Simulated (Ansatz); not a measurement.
# CCSD/STO-3G run of CH5Al (AlH2Me)

What is the vertical singlet–triplet gap of CH5Al (AlH2Me) at CCSD/STO-3G? 

The results are computed with Ansatz 0.2.0.

56 further runs of the same task are left out: 2 that didn't finish, 54 set aside as unsound or not needed.

## Step 1: Starting point

CH5Al: 7 atoms, total charge 0, spin state singlet. As SMILES, `[H][Al]([H])[CH3]`. Geometry: a GFN2-xTB relaxation, a rough one for these elements and not checked as a minimum.

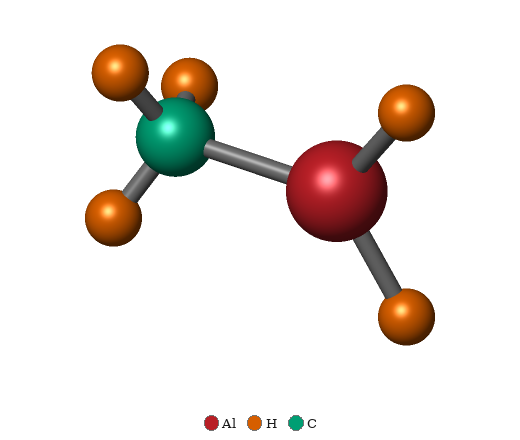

The structure, seen from a chosen angle (aluminium red, hydrogen orange, carbon teal).

## Step 2: A single-point energy at CCSD/STO-3G

Contents of run.yaml:

```yaml
basis:
  gaussian: {orbitals: STO-3G}
crystal:
  periodic: [false, false, false]
  atoms:
    - {symbol: Al, position_ang: [0.532240, 0.925980, -0.002840]}
    - {symbol: H, position_ang: [2.079610, 1.030730, 0.039470]}
    - {symbol: H, position_ang: [-0.157080, 2.315610, -0.032820]}
    - {symbol: C, position_ang: [-0.456800, -0.794540, -0.002750]}
    - {symbol: H, position_ang: [-0.578610, -1.223840, -1.005100]}
    - {symbol: H, position_ang: [-1.469240, -0.690290, 0.408830]}
    - {symbol: H, position_ang: [0.049890, -1.563640, 0.595200]}
correlation: {method: ccsd, frozen_orbitals: {Al: 5, C: 1, H: 0}}
scf: {omitted_lower_state_checks: [cluster_reference, increment]}
accuracy: high
```

Launch:

```console
$ ansatz run run.yaml --threads 1 --pin off --max-ram 2610MiB --events-out events.jsonl --progress --plain --runs-dir runs
```

Output, cut to the lines that bear on the results:

```text
Warning: RAYON_NUM_THREADS=1 ignored (pool sized by the plan → 1); use --threads N
Functional definition: HF
  name "HF"
[...]
336 factors; integrals over basis functions are off by at most 1.4e-8 eV
[...]
mean field -7600.70438214 eV, -279.3207341012 hartree, gradient 7.7e-8 eV, S^2 0.000000; 0 other end points of the search recorded, 0 dependent functions left out
6 core orbitals not correlated: weight in the atoms' cores, before any rotation towards them, 0.999 or more for the frozen orbitals, at most 0.000 for the correlated occupied ones
reference -7600.70438214 eV, -279.3207341012 hartree; 6, 6 occupied and 7, 7 virtual orbitals, 336 factors
second order -2.30980377 eV of doubles, -0.00000000 eV of singles
cycle   1  -2.88019780 eV  change   -5.7e-1 eV  update   5.9e-2
[...]
cycle  16  -3.18341448 eV  change    1.2e-9 eV  update   1.3e-9
Total energy: -7603.88779662 eV, -279.4377224255 hartree
Checks for a lower state left out: cluster_reference, increment
```

Run time: 0.12 s. Hardware: 1 thread of Arm Neoverse V2, shared host.

## Step 3: The triplet

Contents of job.yaml:

```yaml
crystal:
  periodic: [false, false, false]
  atoms:
    - symbol: Al
      position_ang: [0.532240, 0.925980, -0.002840]
    - symbol: H
      position_ang: [2.079610, 1.030730, 0.039470]
    - symbol: H
      position_ang: [-0.157080, 2.315610, -0.032820]
    - symbol: C
      position_ang: [-0.456800, -0.794540, -0.002750]
    - symbol: H
      position_ang: [-0.578610, -1.223840, -1.005100]
    - symbol: H
      position_ang: [-1.469240, -0.690290, 0.408830]
    - symbol: H
      position_ang: [0.049890, -1.563640, 0.595200]
basis:
  gaussian:
    orbitals: STO-3G
magnetization:
  spin_polarized: true
  initial_magnetization: 2
correlation:
  method: ccsd
  frozen_orbitals: {Al: 5, C: 1, H: 0}
accuracy: high
scf:
  omitted_lower_state_checks: [cluster_reference, increment]
```

Launch:

```console
$ ansatz run job.yaml --threads 1 --pin off --max-ram 2610MiB --events-out events.jsonl --progress --plain --runs-dir runs
```

Output, cut to the lines that bear on the results:

```text
Warning: RAYON_NUM_THREADS=1 ignored (pool sized by the plan → 1); use --threads N
Functional definition: HF
  name "HF"
[...]
336 factors; integrals over basis functions are off by at most 1.4e-8 eV
[...]
mean field -7592.31161884 eV, -279.0123057386 hartree, gradient 2.8e-8 eV, S^2 2.064637; 7 other end points of the search recorded, 0 dependent functions left out
6 core orbitals not correlated: weight in the atoms' cores, before any rotation towards them, 0.999 or more for the frozen orbitals, at most 0.000 for the correlated occupied ones
reference -7592.31161884 eV, -279.0123057386 hartree; 7, 5 occupied and 6, 8 virtual orbitals, 336 factors
second order -2.15553055 eV of doubles, -0.00000000 eV of singles
cycle   1  -2.77173019 eV  change   -6.2e-1 eV  update   7.4e-2
[...]
cycle  30  -3.26659832 eV  change   4.7e-10 eV  update  8.6e-10
Total energy: -7595.57821716 eV, -279.1323510128 hartree
Checks for a lower state left out: cluster_reference, increment
```

It took 0.3 s on 1 thread of Arm Neoverse V2, shared host.

## Step 4: Outcome

At CCSD/STO-3G, 6 core orbitals frozen:

| quantity | value |
| --- | --- |
| singlet: total energy | -279.43772 Eh |
| singlet: correlation energy (6 core orbitals frozen) | -117.0 mEh |
| singlet: T1 diagnostic | 0.006 |
| triplet: total energy | -279.13235 Eh |
| triplet: correlation energy (6 core orbitals frozen) | -120.0 mEh |
| triplet: ⟨S²⟩ of the reference determinant | 2.065 |
| triplet: T1 diagnostic | 0.015 |
| vertical energy of the triplet above the singlet | 8.310 eV |

In words: At this shape the triplet lies 8.31 eV (802 kJ/mol) above the singlet. In a minimal basis such a difference can be off by several eV, whatever the method.
